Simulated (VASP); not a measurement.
Band structure of Ba₂Zn (space group I4/mmm). Level of theory: PBEsol GGA, VASP's PBE PAW potentials (set 64) (plane waves; VASP).

Unless said otherwise, spin-orbit coupling is left out, though it shifts the bands of the heavy elements here.

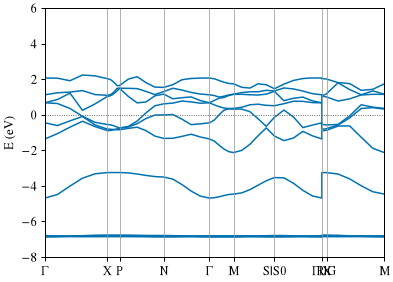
Bands along high-symmetry lines, zero at the valence-band maximum or, without a gap, the Fermi level

Q: Read the plot: is there a gap, and where are the band edges?

A: It has no gap at this level: it comes out as a metal or semimetal.

The structure comes from a computed database's Ba2Zn entry (I4/mmm); how it stands against other phases isn't given here. The cell was not relaxed at this level.
